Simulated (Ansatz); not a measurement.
**CH₅SSi (charge +1): density, localisation and related maps**

The calculation's input:

```
crystal:
  periodic: [false, false, false]
  atoms:
    - symbol: C
      position_ang: [0.866093, 1.242393, 1.667231]
    - symbol: S
      position_ang: [-1.529221, -0.942834, 0.468450]
    - symbol: Si
      position_ang: [-0.179483, 0.596542, 0.317660]
    - symbol: H
      position_ang: [1.926194, 1.163043, 1.361729]
    - symbol: H
      position_ang: [0.720427, 0.723969, 2.625812]
    - symbol: H
      position_ang: [0.653320, 2.320384, 1.794164]
    - symbol: H
      position_ang: [-0.133477, 1.156014, -1.048222]
    - symbol: H
      position_ang: [-1.303471, -1.186478, 1.786620]
basis:
  gaussian:
    orbitals: def2-TZVPD
total_charge: 1
hamiltonian:
  xc: {name: PBE0}
output:
  forces: true
  orbitals: {seedname: orbitals}
```

Run with:

```sh
ansatz run input.yaml --threads 1 --pin off --max-ram 2610MiB --events-out events.jsonl --progress --plain --runs-dir runs
```

Geometry: r2SCAN-D4/def2-SVP.

All numbers below come from isolated molecule in a Gaussian basis; Kohn-Sham density functional theory, functional PBE0 in Ansatz.

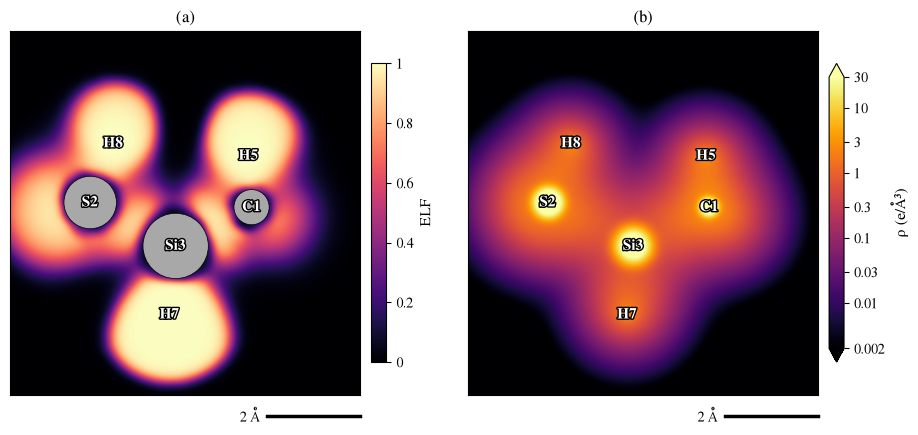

Figure 1. (a) ELF; (b) electron density on the plane of atoms S2, Si3 and H7. Grey discs cover the atomic cores in the ELF map.

Question: What do the fields say about this system?

Answer: The section cuts through C, S, Si and H sites.
C–Si (1.83 Å): the density is about 1 e/Å³ at the midpoint; the ELF peaks at about 0.95 between the atoms (localised, covalent bonding).
Si–S (2.05 Å): the density is about 0.95 e/Å³ at the midpoint; the ELF peaks at about 0.90 between the atoms: localised, covalent bonding.
C–H (1.10 Å): the density is about 2 e/Å³ at the midpoint; the ELF climbs to about 1 towards the hydrogen, as it does in any bond to H; an ordinary covalent bond to hydrogen.
S–H (1.36 Å): ρ at the midpoint is about 1.5 e/Å³; the ELF climbs to about 1 towards the hydrogen: a covalent bond by its length.
Si–H (1.48 Å): ρ at the midpoint is about 0.88 e/Å³; the ELF climbs to about 1 towards the hydrogen.
The ELF also peaks beside S2, away from the bonds: lone-pair regions.

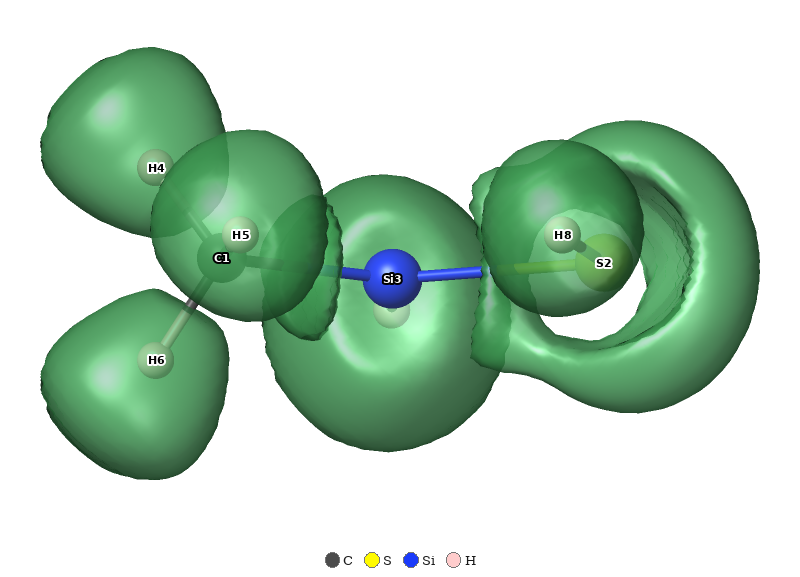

Figure 2. Isosurface of the ELF at 0.85 (green), seen from one side. Core shells and regions of very low density are left out.

Question: Describe the localisation domains.

Answer: At this value the surface marks out one region between bonded C–Si atoms (shared pairs), five regions around hydrogen nuclei and one region on S in which the atom's valence shell and bonds are merged.

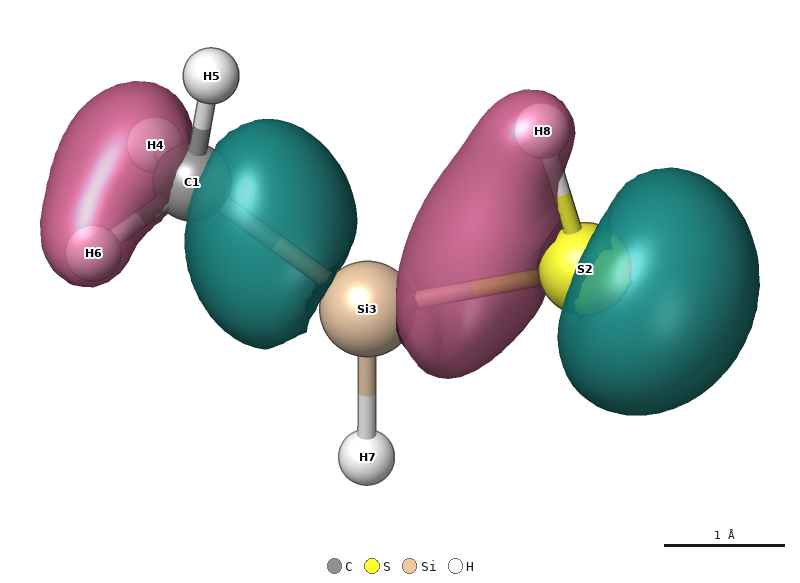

Figure 3. The HOMO−1 at ±0.15 Å⁻³ᐟ² (teal and pink are the two phases), seen at a tilt.

Question: What is the character of this orbital?

Answer: It lies mainly on S2 (about 50 %), C1 (about 20 %) and Si3 (about 15 %). Its energy is −15.26 eV.
